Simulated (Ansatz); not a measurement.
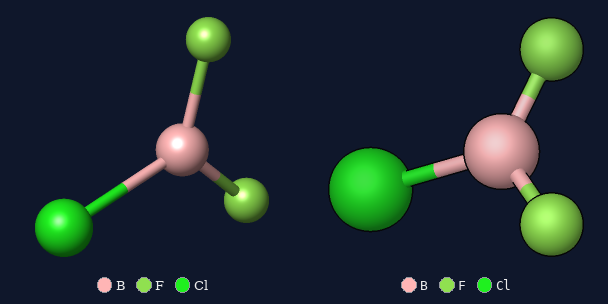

Both panels show the same species.

Which formula does it have?

BClF₂, 4 atoms: 1 boron, 1 chlorine and 2 fluorine.

How many atoms are distinct by symmetry?

3: 1 B, 2 F, 1 Cl.

How many bonds of each kind are drawn?

2 B–F, 1 B–Cl. Sticks follow a distance rule.

What is the point group of this geometry?

C2v.

More results for the same structure follow; atom numbers are the same in all pictures, views and colours differ. The computed structure is the end point of a PBE0-D4/def2-TZVP optimisation.

## Dipole moment

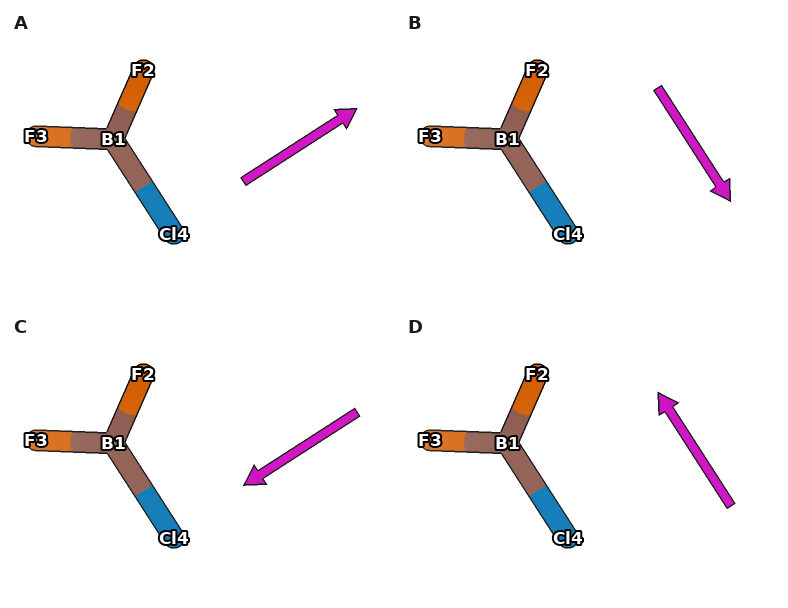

The same molecule four times, each with an arrow. Method: RKS PBE0-D4/def2-TZVP (Ansatz 0.2.0).

Which arrow points along the dipole moment, from the negative to the positive end?

B. The dipole moment is 0.28 D; it points from the side of F2, F3 to the side of Cl4 (the outermost atoms at the two ends).

## Charges

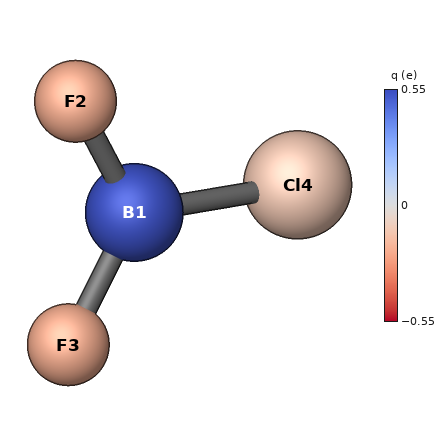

Atoms are coloured by their Mulliken charges. Properties computed with RKS PBE0-D4/def2-TZVP (Ansatz 0.2.0).

List the Mulliken charges.

```csv
atom,value (e)
B1,0.53
F2,−0.21
F3,−0.21
Cl4,−0.11
```

## Electronic properties

Method: RKS PBE0-D4/def2-TZVPP (Ansatz 0.2.0).

Computed properties:

- HOMO energy (Kohn–Sham orbital): −9.91 eV
- LUMO energy (Kohn–Sham orbital): −0.20 eV
- HOMO–LUMO gap: 9.71 eV

Mulliken values depend strongly on the basis set and can even reverse the polarity of a bond.
